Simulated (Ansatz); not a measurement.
# AlH2F (SMILES [H][Al]([H])[F]) at wB97X/STO-3G

Aim: the vertical singlet–triplet gap of AlH2F at wB97X/STO-3G, from 2 runs. 

The calculation is run with Ansatz 0.2.0.

52 further runs of the same task are left out: 52 set aside as unsound or not needed.

**1. Starting point**

The species is AlH2F (4 atoms), meant as a singlet with charge 0. As SMILES, `[H][Al]([H])[F]`. Geometry: a GFN2-xTB relaxation, a rough one for these elements and not checked as a minimum.

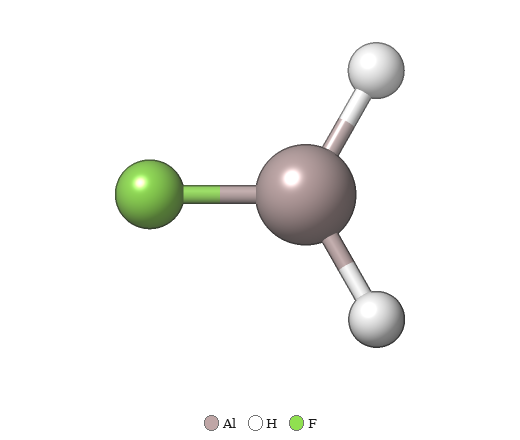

Viewed from a chosen angle; aluminium light grey, hydrogen white, fluorine green.

**2. The energy at wB97X/STO-3G**

Input file in.yaml:

```yaml
crystal:
  periodic: [false, false, false]
  atoms:
    - {symbol: Al, position_ang: [0.019600, 0.032680, 0.000940]}
    - {symbol: H, position_ang: [1.546910, -0.017870, 0.014080]}
    - {symbol: H, position_ang: [-0.738990, 1.358820, -0.019420]}
    - {symbol: F, position_ang: [-0.827520, -1.373630, 0.004400]}
basis:
  gaussian: {orbitals: STO-3G}
hamiltonian: {xc: {name: wB97X}}
accuracy: high
```

Run with:

```
$ ansatz run in.yaml --threads 1 --pin off --max-ram 2610MiB --events-out events.jsonl --progress --plain --runs-dir runs
```

What it wrote:

```text
Warning: RAYON_NUM_THREADS=1 ignored (pool sized by the plan → 1); use --threads N
Functional definition: wB97X
  name "wB97X"
  parameter omega = 0.3/bohr
  parameter cx = 0.157706
  parameter cx1 = 0.726479
  parameter cx2 = 1.04760
  parameter cx3 = -5.70635
  parameter cx4 = 13.2794
  parameter css1 = -4.33879
  parameter css2 = 18.2308
  parameter css3 = -31.7430
  parameter css4 = 17.2901
  parameter cos1 = 2.37031
  parameter cos2 = -11.3995
  parameter cos3 = 6.58405
  parameter cos4 = -3.78132
  exchange = spin_sum(e_x_unif_sr(omega)*poly(b97_u_x, 1 - cx, cx1, cx2, cx3, cx4)) + cx*exact_x_sr(omega)
      + exact_x_lr(omega)
  correlation = spin_sum(e_c_pw_same_spin*poly(b97_u_same, 1, css1, css2, css3, css4))
      + integral(e_c_pw_opposite_spin*poly(b97_u_opposite, 1, cos1, cos2, cos3, cos4))
267 factors; integrals over basis functions are off by at most 2.8e-8 eV
116 factors; integrals over basis functions are off by at most 5.9e-10 eV
mean field evaluation 1: about -9225.0570 eV, gradient 2.1e1 eV
mean field evaluation 2: about -9226.3642 eV, gradient 1.6e1 eV
mean field evaluation 4: about -9227.1344 eV, gradient 2.8e-1 eV
mean field evaluation 8: about -9227.1059 eV, gradient 1.8e-3 eV
mean field evaluation 16: about -9227.1059 eV, gradient 1.9e-8 eV
mean field -9227.10586569 eV, -339.0898862073 hartree, gradient 1.9e-8 eV, S^2 0.000000; 0 other end points of the search recorded, 0 dependent functions left out
reference -9227.10586429 eV, -339.0898861555 hartree; 12, 12 occupied and 4, 4 virtual orbitals, 267 factors
Total energy: -9227.10586429 eV, -339.0898861555 hartree
```

Run time: 3.6 s. Hardware: 1 thread of Arm Neoverse V1, shared host; peak memory 0.21 GiB.

**3. The triplet**

Input file job.yaml:

```yaml
crystal:
  periodic: [false, false, false]
  atoms:
    - {symbol: Al, position_ang: [0.019600, 0.032680, 0.000940]}
    - {symbol: H, position_ang: [1.546910, -0.017870, 0.014080]}
    - {symbol: H, position_ang: [-0.738990, 1.358820, -0.019420]}
    - {symbol: F, position_ang: [-0.827520, -1.373630, 0.004400]}
basis:
  gaussian: {orbitals: STO-3G}
magnetization: {spin_polarized: true, initial_magnetization: 2}
hamiltonian: {xc: {name: wB97X}}
accuracy: high
```

Run with:

```
$ ansatz run job.yaml --threads 1 --pin off --max-ram 2610MiB --events-out events.jsonl --progress --plain --runs-dir runs
```

What it wrote, shortened:

```text
Warning: RAYON_NUM_THREADS=1 ignored (pool sized by the plan → 1); use --threads N
[... 2 set-up lines as earlier in the session ...]
[...]
      + exact_x_lr(omega)
[...]
      + integral(e_c_pw_opposite_spin*poly(b97_u_opposite, 1, cos1, cos2, cos3, cos4))
267 factors; integrals over basis functions are off by at most 2.8e-8 eV
116 factors; integrals over basis functions are off by at most 5.9e-10 eV
[...]
mean field -9219.26400275 eV, -338.8017030594 hartree, gradient 2.3e-8 eV, S^2 2.002477; 2 other end points of the search recorded, 0 dependent functions left out
reference -9219.26400162 eV, -338.8017030179 hartree; 13, 11 occupied and 3, 5 virtual orbitals, 267 factors
Total energy: -9219.26400162 eV, -338.8017030179 hartree
```

Wall time 6.9 s (1 thread of Arm Neoverse V1, shared host); peak memory 0.35 GiB.

**4. Results**

Level: wB97X/STO-3G.

```
                                        quantity          value
                           singlet: total energy  -339.08989 Eh
                           triplet: total energy  -338.80170 Eh
                                   triplet: ⟨S²⟩          2.002
vertical energy of the triplet above the singlet       7.842 eV
```

**Reading.** At this shape the triplet lies 7.84 eV (181 kcal/mol) above the singlet. In a minimal basis such a difference can be off by several eV, whatever the method.
